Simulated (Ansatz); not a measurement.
**Geometry relaxation of Si2H6OF4 (part 2 of 2)**

Continued. System: Si2H6OF4. Method: RKS PBE0-D4/def2-TZVP (Ansatz 0.2.0). The geometry is a transition state displaced along its imaginary mode. The reaction was set up to form Si1–F8, H7–F10 and O2–H9 and to break Si1–O2, H7–F8 and H9–F10 (atoms counted from 1 in the order of the input); sticks are drawn by distance alone.

Geometry of the input (Å):
```
Si -0.8692  0.3444  1.0969
O  0.3076  -0.1942  -0.1933
Si 0.0666  0.0161  -1.9088
F  -1.7680  0.7965  -0.2550
F  -0.5965  1.8661  1.5154
H  -1.9531  -0.5103  1.6001
H  1.4482  -0.7115  1.6486
F  0.1396  -0.2271  2.1309
H  0.9634  -0.5097  0.1073
F  2.0334  -0.9593  1.2153
H  0.0134  1.4480  -2.2287
H  1.3209  -0.5994  -2.3930
H  -1.1060  -0.7598  -2.3358
```

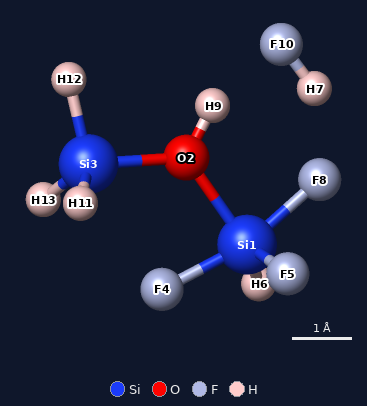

Fig. 1: The geometry at step 5 of the log (ball-and-stick view, seen at a tilt; atoms are numbered from 1 in the order of the input).

Output, continued
```
relax step  10: F+E_penalty+E_count = -28761.34271753 eV  Δ(F+E_penalty+E_count) = -1.318e-5 eV  max|allowed force component| = 3.743e-3 eV/Å  Δτ_max = 0.0027 Å  (24 SCF iters, accepted)
1575 factors; their error is unknown
mean field evaluation 96: about -28761.0996 eV, gradient 4.6e-3 eV
mean field -28761.09959835 eV, -1056.9509152660 hartree, gradient 1.3e-5 eV, S^2 0.000000; 1 other end points of the search recorded, 0 dependent functions left out
the calculation of the forces begins
reference -28761.09963209 eV, -1056.9509165059 hartree; 39, 39 occupied and 226, 226 virtual orbitals, 1575 factors
Total energy: -28761.34275127 eV, -1056.9598509710 hartree
Atom 0 at    -0.949012     0.384023     1.030319 Å, force    -0.002365    -0.001454     0.001519 eV/Å
Atom 1 at     0.244404    -0.210064    -0.203238 Å, force     0.001479     0.000490    -0.001818 eV/Å
Atom 2 at     0.027458     0.032353    -1.901176 Å, force    -0.000956     0.003743    -0.000633 eV/Å
Atom 3 at    -1.805257     0.783212    -0.339242 Å, force    -0.001332     0.000649    -0.002160 eV/Å
Atom 4 at    -0.643760     1.883375     1.461849 Å, force     0.000014     0.000542    -0.000770 eV/Å
Atom 5 at    -2.054890    -0.385330     1.613940 Å, force     0.000970     0.000447     0.000174 eV/Å
Atom 6 at     1.571033    -0.781412     1.839064 Å, force     0.001618    -0.001690    -0.002502 eV/Å
Atom 7 at     0.143431    -0.267296     2.163438 Å, force     0.002488    -0.000365     0.000098 eV/Å
Atom 8 at     1.104195    -0.575566     0.126856 Å, force    -0.000216    -0.002890    -0.000128 eV/Å
Atom 9 at     2.229195    -1.031184     1.191905 Å, force    -0.002501     0.002176     0.002743 eV/Å
Atom 10 at    -0.048532     1.470489    -2.201445 Å, force     0.000831    -0.000155     0.000060 eV/Å
Atom 11 at     1.298044    -0.537082    -2.412141 Å, force     0.000404    -0.000132     0.001788 eV/Å
Atom 12 at    -1.116211    -0.765621    -2.370130 Å, force    -0.000433    -0.001360     0.001630 eV/Å
Dipole moment:     0.184676    -0.311265    -0.531081 e Å
```

Trajectory as extended XYZ (Å, eV, eV/Å), 8 of the 10 frames kept, from step=1 to step=10
```
13
Properties=species:S:1:pos:R:3:forces:R:3 step=1 energy=-28758.16461
Si   -0.8692    0.3444    1.0969   -3.0959   1.9150  -2.5313
O     0.3076   -0.1942   -0.1933  -15.2114   7.2273  -6.9804
Si    0.0666    0.0161   -1.9088   -0.0412  -0.0255   0.3929
F    -1.7680    0.7965   -0.2550    0.2606  -0.1791   0.0512
F    -0.5965    1.8661    1.5154   -0.0914  -0.0394  -0.0053
H    -1.9531   -0.5103    1.6001   -0.2002   0.0408  -0.0312
H     1.4482   -0.7115    1.6486  -12.3463   5.2362  10.2627
F     0.1396   -0.2271    2.1309    1.5887  -1.0680   2.7502
H     0.9634   -0.5097    0.1073   14.7490  -7.0597   5.8368
F     2.0334   -0.9593    1.2153   14.3466  -6.0571  -9.7200
H     0.0134    1.4480   -2.2287    0.0037   0.0409   0.0250
H     1.3209   -0.5994   -2.3930    0.0379  -0.0064  -0.0683
H    -1.1060   -0.7598   -2.3358    0.0000  -0.0251   0.0178
13
Properties=species:S:1:pos:R:3:forces:R:3 step=2 energy=-28761.11962
Si   -0.9086    0.3639    1.0772   -1.9597   1.3114  -2.0549
O     0.2704   -0.1835   -0.2185   -1.2324   0.4869  -0.0937
Si    0.0281    0.0329   -1.9242    0.0880  -0.0609   0.3566
F    -1.7834    0.8048   -0.2897    0.0928  -0.0958   0.0491
F    -0.6382    1.8854    1.4932   -0.0571  -0.1421   0.0565
H    -2.0124   -0.4769    1.5714   -0.0170   0.0659   0.0407
H     1.5031   -0.7424    1.7655   -0.5325   0.2249   1.0479
F     0.1164   -0.2191    2.1499    1.5933  -0.9382   1.4938
H     1.0755   -0.5652    0.1266    1.3033  -0.5641   0.0074
F     2.2131   -1.0330    1.2415    0.8015  -0.3404  -0.7530
H    -0.0144    1.4683   -2.2320   -0.0357   0.0299  -0.0305
H     1.2866   -0.5786   -2.4143   -0.0121   0.0171  -0.0796
H    -1.1361   -0.7567   -2.3468   -0.0325   0.0053  -0.0402
13
Properties=species:S:1:pos:R:3:forces:R:3 step=4 energy=-28761.28173 accepted=F
Si   -0.9727    0.4120    1.0231    0.6772  -0.6367   0.4100
O     0.2549   -0.2060   -0.1751   -0.4260   0.3009  -0.5625
Si    0.0359    0.0222   -1.8839    0.0311  -0.0308   0.1835
F    -1.7693    0.8103   -0.3706   -0.2252   0.1253   0.0533
F    -0.6891    1.8915    1.5169   -0.0529   0.1586  -0.1200
H    -2.0450   -0.3956    1.6143   -0.1687   0.0865  -0.1656
H     1.6036   -0.7941    1.8199    0.0461  -0.0546  -0.3664
F     0.1188   -0.2606    2.1839    0.0740   0.0880  -0.2057
H     1.1182   -0.5746    0.1543   -0.0414  -0.0116   0.0434
F     2.1861   -1.0280    1.0867    0.0539  -0.0025   0.6401
H    -0.0412    1.4565   -2.2141    0.0077  -0.0414   0.0234
H     1.3043   -0.5464   -2.4053   -0.0011  -0.0071   0.0457
H    -1.1043   -0.7872   -2.3500    0.0254   0.0254   0.0207
13
Properties=species:S:1:pos:R:3:forces:R:3 step=5 energy=-28761.33643
Si   -0.9440    0.3887    1.0349   -0.0242  -0.0419  -0.1477
O     0.2639   -0.1983   -0.2003   -0.1407   0.0862  -0.0435
Si    0.0247    0.0299   -1.9000    0.0151  -0.0239   0.0797
F    -1.7841    0.8021   -0.3397   -0.0192   0.0364  -0.0353
F    -0.6705    1.8868    1.4935   -0.0108   0.0036  -0.0135
H    -2.0459   -0.4197    1.5742    0.0087   0.0253   0.0206
H     1.5768   -0.7848    1.8527    0.0683  -0.0256  -0.1941
F     0.1365   -0.2503    2.1718    0.1380  -0.0761   0.0939
H     1.1222   -0.5708    0.1315   -0.0409   0.0152  -0.0110
F     2.2105   -1.0284    1.1748   -0.0066  -0.0004   0.2262
H    -0.0376    1.4650   -2.2202   -0.0005  -0.0055   0.0113
H     1.2809   -0.5597   -2.4254    0.0000   0.0044   0.0102
H    -1.1333   -0.7608   -2.3478    0.0126   0.0024   0.0032
13
Properties=species:S:1:pos:R:3:forces:R:3 step=6 energy=-28761.33794
Si   -0.9463    0.3795    1.0234   -0.0743   0.0565   0.1110
O     0.2529   -0.1741   -0.1979    0.1457  -0.1528  -0.0511
Si    0.0241    0.0309   -1.8956   -0.0192   0.0661  -0.1087
F    -1.8050    0.8035   -0.3398    0.0070  -0.0518   0.0038
F    -0.6243    1.8720    1.4603   -0.0312   0.0779   0.0709
H    -2.0516   -0.4075    1.5885    0.0079   0.0323  -0.0157
H     1.5678   -0.7844    1.8412   -0.0727  -0.0024   0.0497
F     0.1329   -0.2844    2.1673    0.0090  -0.0038  -0.0338
H     1.1126   -0.5455    0.1299   -0.0290  -0.0071   0.0226
F     2.2212   -1.0339    1.1911    0.0586   0.0057  -0.0543
H    -0.0519    1.4636   -2.2207   -0.0049  -0.0012  -0.0069
H     1.2916   -0.5461   -2.4059   -0.0017  -0.0086   0.0112
H    -1.1238   -0.7738   -2.3419    0.0047  -0.0107   0.0014
13
Properties=species:S:1:pos:R:3:forces:R:3 step=7 energy=-28761.34200
Si   -0.9475    0.3836    1.0279    0.0321   0.0136  -0.0031
O     0.2556   -0.1953   -0.2037   -0.0832   0.0241   0.0064
Si    0.0242    0.0314   -1.9008    0.0353  -0.0075  -0.0268
F    -1.7956    0.7972   -0.3426    0.0056  -0.0088   0.0085
F    -0.6457    1.8769    1.4809    0.0034   0.0004  -0.0039
H    -2.0560   -0.3875    1.6011   -0.0153  -0.0155   0.0003
H     1.5627   -0.7811    1.8389    0.0432  -0.0231  -0.0312
F     0.1411   -0.2845    2.1564   -0.0266   0.0164   0.0382
H     1.1118   -0.5642    0.1297    0.0451  -0.0183  -0.0097
F     2.2307   -1.0258    1.1971   -0.0275   0.0147   0.0227
H    -0.0504    1.4659   -2.2181   -0.0061   0.0015   0.0040
H     1.2913   -0.5442   -2.4143   -0.0037   0.0007  -0.0037
H    -1.1220   -0.7727   -2.3526   -0.0022   0.0018  -0.0016
13
Properties=species:S:1:pos:R:3:forces:R:3 step=9 energy=-28761.34270
Si   -0.9496    0.3834    1.0301    0.0090   0.0044   0.0033
O     0.2451   -0.2092   -0.2036   -0.0076   0.0047   0.0028
Si    0.0273    0.0326   -1.9015    0.0031  -0.0026   0.0052
F    -1.8053    0.7837   -0.3396    0.0015  -0.0029   0.0024
F    -0.6443    1.8826    1.4627   -0.0025  -0.0025  -0.0021
H    -2.0556   -0.3861    1.6136    0.0032   0.0012  -0.0031
H     1.5713   -0.7822    1.8392   -0.0034   0.0023   0.0021
F     0.1431   -0.2682    2.1632   -0.0039  -0.0012  -0.0042
H     1.1052   -0.5737    0.1265   -0.0001  -0.0038   0.0005
F     2.2301   -1.0298    1.1923    0.0025  -0.0010  -0.0028
H    -0.0464    1.4706   -2.2030   -0.0015   0.0018  -0.0001
H     1.2970   -0.5391   -2.4118    0.0004   0.0004  -0.0017
H    -1.1177   -0.7647   -2.3681   -0.0007  -0.0008  -0.0023
13
Properties=species:S:1:pos:R:3:forces:R:3 step=10 energy=-28761.34272
Si   -0.9490    0.3840    1.0303   -0.0024  -0.0015   0.0015
O     0.2444   -0.2101   -0.2032    0.0015   0.0005  -0.0018
Si    0.0275    0.0324   -1.9012   -0.0010   0.0037  -0.0006
F    -1.8053    0.7832   -0.3392   -0.0013   0.0006  -0.0022
F    -0.6438    1.8834    1.4618    0.0000   0.0005  -0.0008
H    -2.0549   -0.3853    1.6139    0.0010   0.0004   0.0002
H     1.5710   -0.7814    1.8391    0.0016  -0.0017  -0.0025
F     0.1434   -0.2673    2.1634    0.0025  -0.0004   0.0001
H     1.1042   -0.5756    0.1269   -0.0002  -0.0029  -0.0001
F     2.2292   -1.0312    1.1919   -0.0025   0.0022   0.0027
H    -0.0485    1.4705   -2.2014    0.0008  -0.0002   0.0001
H     1.2980   -0.5371   -2.4121    0.0004  -0.0001   0.0018
H    -1.1162   -0.7656   -2.3701   -0.0004  -0.0014   0.0016
```

Summary

| quantity | value |
| --- | --- |
| outcome | converged |
| total energy | −28761.3428 eV |
| mean-field energy | −28761.0996 eV |
| dispersion energy | −0.2431 eV |
| SCF solution under orbital rotations | stable |
| largest force (length of the vector) at the end | 0.004 eV/Å |
| dipole moment | 3.09 D |
| hardware | 4 CPU threads, shared host |
| wall time | 15 s (CPU time 18 s) |
| peak memory | 0.95 GiB |
